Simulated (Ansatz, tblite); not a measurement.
**SiMe3(NHMe) (C4H13NSi): which spin state is lowest**

Aim: set other spin states of SiMe3(NHMe) (C4H13NSi) against its singlet, on many levels of theory.

Method: as each input shows; program: Ansatz 0.2.0, Gaussian basis.

The runs, in order: triplet, at the geometry of the singlet (GFN1-xTB, GFN2-xTB, PBE0-D4/def2-TZVP, PBE-D4/def2-TZVP, r2SCAN-D4/def2-TZVP); the singlet's energies come from earlier runs.

2 further runs of the same task are left out: 2 set aside as unsound or not needed.

**1. The geometry**

The geometry is that of the singlet, from an earlier relaxation (PBE-D4/def2-SVP).

19 atoms, charge 0, spin multiplicity 1.

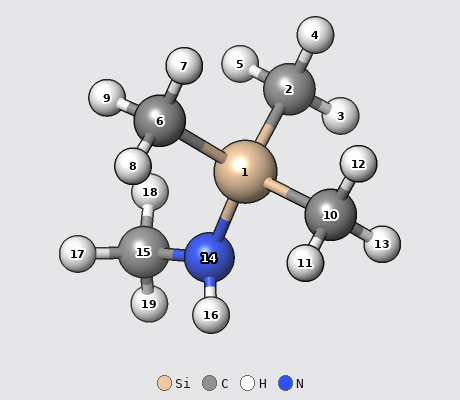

The geometry (silicon light orange, carbon grey, hydrogen white, nitrogen blue); atoms are numbered from 1 in the order of the file.

Geometry (Å):

```xyz
19
charge 0, multiplicity 1
Si   -0.0023    0.4141   -0.0061
C     0.0786    0.4083    1.8833
H    -0.9393    0.4015    2.3232
H     0.6127    1.3068    2.2560
H     0.6216   -0.4791    2.2696
C     1.7728    0.4532   -0.6801
H     2.3305    1.3394   -0.3103
H     1.7803    0.4862   -1.7895
H     2.3386   -0.4497   -0.3683
C    -0.9499    1.9212   -0.6382
H    -0.9980    1.9351   -1.7472
H    -0.4532    2.8601   -0.3180
H    -1.9884    1.9333   -0.2494
N    -0.9165   -0.9922   -0.5314
C    -0.5439   -2.3649   -0.2457
H    -1.4149   -0.8904   -1.4195
H     0.2272   -2.7968   -0.9322
H    -0.1308   -2.4421    0.7822
H    -1.4248   -3.0442   -0.2785
```

**2. Triplet at the fixed geometry, GFN1-xTB**

Tight binding, by tblite at 300 K electronic temperature and without a spin-polarisation term:

```python
tblite.interface.Calculator('GFN1-xTB', numbers, positions, charge=0, uhf=2).singlepoint()
```

Energy -551.9285 eV; 0.043 s.

**3. Triplet at the fixed geometry, GFN2-xTB**

Tight binding, by tblite at 300 K electronic temperature and without a spin-polarisation term:

```python
tblite.interface.Calculator('GFN2-xTB', numbers, positions, charge=0, uhf=2).singlepoint()
```

Energy -532.8698 eV; 0.03 s.

**4. Triplet at the fixed geometry, PBE0-D4/def2-TZVP**

File in.yaml:

```yaml
crystal:
  periodic: [false, false, false]
  atoms:
    - {symbol: Si, position_ang: [-0.002331, 0.414122, -0.006063]}
    - {symbol: C, position_ang: [0.078565, 0.408318, 1.883306]}
    - {symbol: H, position_ang: [-0.939305, 0.401505, 2.323160]}
    - {symbol: H, position_ang: [0.612684, 1.306831, 2.256024]}
    - {symbol: H, position_ang: [0.621558, -0.479088, 2.269628]}
    - {symbol: C, position_ang: [1.772778, 0.453216, -0.680122]}
    - {symbol: H, position_ang: [2.330472, 1.339420, -0.310340]}
    - {symbol: H, position_ang: [1.780294, 0.486234, -1.789504]}
    - {symbol: H, position_ang: [2.338577, -0.449680, -0.368284]}
    - {symbol: C, position_ang: [-0.949936, 1.921193, -0.638226]}
    - {symbol: H, position_ang: [-0.998028, 1.935062, -1.747201]}
    - {symbol: H, position_ang: [-0.453179, 2.860062, -0.317986]}
    - {symbol: H, position_ang: [-1.988406, 1.933257, -0.249384]}
    - {symbol: N, position_ang: [-0.916470, -0.992216, -0.531369]}
    - {symbol: C, position_ang: [-0.543909, -2.364854, -0.245662]}
    - {symbol: H, position_ang: [-1.414944, -0.890362, -1.419529]}
    - {symbol: H, position_ang: [0.227165, -2.796808, -0.932182]}
    - {symbol: H, position_ang: [-0.130807, -2.442055, 0.782229]}
    - {symbol: H, position_ang: [-1.424789, -3.044178, -0.278505]}
basis:
  gaussian: {orbitals: def2-TZVP}
magnetization: {spin_polarized: true, initial_magnetization: 2}
hamiltonian: {xc: pbe0, dispersion: d4}
scf: {omitted_lower_state_checks: [starts]}
output: {orbitals: {seedname: orbitals}}
```

Started as:

```
> ansatz run in.yaml --threads 4 --pin off --events-out ev --progress --plain --max-ram 4787MiB
```

What it wrote:

```text
Functional definition: PBE0
  name "PBE0"
  cite "Adamo & Barone, J. Chem. Phys. 110, 6158 (1999) doi:10.1063/1.478522"
  cite "Perdew, Burke & Ernzerhof, Phys. Rev. Lett. 77, 3865 (1996) doi:10.1103/PhysRevLett.77.3865"
  parent pbe
  parameter a = 0.25
  parameter kappa = 0.804
  parameter beta = 0.06672455060314922
  exchange = (1 - a)*pbe_x(kappa = kappa, mu = beta*pi^2/3) + a*exact_x
  correlation = pbe_c(beta = beta)
these checks for a lower state are left out or cut short: starts
1715 factors; their error is unknown
mean field evaluation 1: about -13698.7148 eV, gradient 6.0e1 eV
mean field evaluation 2: about -13692.8869 eV, gradient 6.6e1 eV
mean field evaluation 4: about -13715.6193 eV, gradient 5.2e0 eV
mean field evaluation 8: about -13715.7847 eV, gradient 2.6e-1 eV
mean field evaluation 16: about -13715.7998 eV, gradient 4.2e-3 eV
mean field -13715.79978760 eV, -504.0463452914 hartree, gradient 2.9e-5 eV, S^2 2.005678; 0 other end points of the search recorded, 0 dependent functions left out
reference -13715.79983101 eV, -504.0463468865 hartree; 30, 28 occupied and 240, 242 virtual orbitals, 1715 factors
Total energy: -13716.16218031 eV, -504.0596629777 hartree
Checks for a lower state left out: starts
```

Wall time 23 s (4 threads of Intel Xeon at 2.50GHz, shared host); peak memory 1.1 GiB.

From the report: HOMO -1.21 eV, LUMO -4.96 eV (over both spins; with the spin held, an empty level of the minority spin lies below the top filled one); ⟨S²⟩ 2.006 (pure: 2.00).

**5. Triplet at the fixed geometry, PBE-D4/def2-TZVP**

start.molden holds the orbitals of an earlier run on this state, given as this run's starting guess.

Edit in.yaml of step 4 so:

```diff
@@ -23,5 +23,5 @@
 basis:
-  gaussian: {orbitals: def2-TZVP}
+  gaussian: {orbitals: def2-TZVP, initial_orbitals: start.molden}
 magnetization: {spin_polarized: true, initial_magnetization: 2}
-hamiltonian: {xc: pbe0, dispersion: d4}
+hamiltonian: {xc: pbe, dispersion: d4}
 scf: {omitted_lower_state_checks: [starts]}
```

Launched as before.

What it wrote:

```text
Functional definition: PBE
  name "PBE"
  cite "Perdew, Burke & Ernzerhof, Phys. Rev. Lett. 77, 3865 (1996) doi:10.1103/PhysRevLett.77.3865"
  parent pbe
  parameter kappa = 0.804
  parameter beta = 0.06672455060314922
  exchange = pbe_x(kappa = kappa, mu = beta*pi^2/3)
  correlation = pbe_c(beta = beta)
these checks for a lower state are left out or cut short: starts
1699 factors; their error is unknown
mean field evaluation 1: about -13714.1367 eV, gradient 7.7e0 eV
mean field evaluation 2: about -13714.3208 eV, gradient 4.4e-1 eV
mean field evaluation 4: about -13714.2809 eV, gradient 3.9e-1 eV
mean field evaluation 8: about -13714.2815 eV, gradient 7.5e-5 eV
mean field -13714.28146112 eV, -503.9905478225 hartree, gradient 7.5e-5 eV, S^2 2.003251; 0 other end points of the search recorded, 0 dependent functions left out
reference -13714.28151757 eV, -503.9905498968 hartree; 30, 28 occupied and 240, 242 virtual orbitals, 1699 factors
Total energy: -13714.70472474 eV, -504.0061024734 hartree
Checks for a lower state left out: starts
```

Run time: 14 s. Hardware: 4 threads of Intel Xeon at 2.50GHz, shared host.

HOMO -0.79 eV, LUMO -6.19 eV (over both spins; with the spin held, an empty level of the minority spin lies below the top filled one); ⟨S²⟩ 2.003 (pure: 2.00).

**6. Triplet at the fixed geometry, r2SCAN-D4/def2-TZVP**

Edit in.yaml of step 5 so:

```diff
@@ -25,3 +25,3 @@
 magnetization: {spin_polarized: true, initial_magnetization: 2}
-hamiltonian: {xc: pbe, dispersion: d4}
+hamiltonian: {xc: r2scan, dispersion: d4}
 scf: {omitted_lower_state_checks: [starts]}
```

The command is unchanged.

What it wrote:

```text
Functional definition: r2SCAN
  name "r2SCAN"
  cite "Furness, Kaplan, Ning, Perdew & Sun, J. Phys. Chem. Lett. 11, 8208 (2020) doi:10.1021/acs.jpclett.0c02405"
  cite "Furness, Kaplan, Ning, Perdew & Sun, J. Phys. Chem. Lett. 11, 9248 (2020) doi:10.1021/acs.jpclett.0c03077"
  parent r2scan
  parameter k0 = 0.174
  parameter k1 = 0.065
  parameter a1 = 4.9479
  exchange = r2scan_x(k0 = k0, k1 = k1, a1 = a1)
  correlation = r2scan_c
these checks for a lower state are left out or cut short: starts
1699 factors; their error is unknown
mean field evaluation 1: about -13722.1211 eV, gradient 4.6e0 eV
mean field evaluation 2: about -13722.1804 eV, gradient 8.2e-2 eV
mean field evaluation 4: about -13722.1374 eV, gradient 1.9e-3 eV
mean field evaluation 8: about -13722.1374 eV, gradient 2.6e-5 eV
mean field -13722.13742284 eV, -504.2792490904 hartree, gradient 2.5e-5 eV, S^2 2.007138; 0 other end points of the search recorded, 0 dependent functions left out
reference -13722.13744283 eV, -504.2792498251 hartree; 30, 28 occupied and 240, 242 virtual orbitals, 1699 factors
Total energy: -13722.25338386 eV, -504.2835105794 hartree
Checks for a lower state left out: starts
```

Run time: 21 s. Hardware: 4 threads of Intel Xeon at 2.50GHz, shared host; peak memory 0.55 GiB.

Report: HOMO -0.70 eV, LUMO -5.67 eV (over both spins; with the spin held, an empty level of the minority spin lies below the top filled one); ⟨S²⟩ 2.007 (pure: 2.00).

**7. Triplet less singlet, vertical**

The singlet's energies are those of its earlier runs, whose logs aren't repeated here.

```tsv
level	triplet less singlet, vertical (kJ/mol)	time
GFN1-xTB	+681.6	0.083 s
GFN2-xTB	+657.8	0.056 s
PBE-D4/def2-TZVP	+513.8	20 s
r2SCAN-D4/def2-TZVP	+529.4	33 s
PBE0-D4/def2-TZVP	+543.2	33 s
```

Times add the two runs; a level without a time comes out of a correlated run. Tight binding without a spin term can't rank spin states.

**8. Outcome**

```
                                                quantity                                       value
triplet less singlet, vertical, functionals in def2-TZVP  +513.8 (PBE-D4) to +543.2 kJ/mol (PBE0-D4)
```

What this shows: All functionals put the triplet above the singlet, over a spread of 29.4 kJ/mol. The checks for a lower triplet were left out, so another state of that spin may lie lower. These are electronic energies, without zero-point motion, entropy or surroundings.
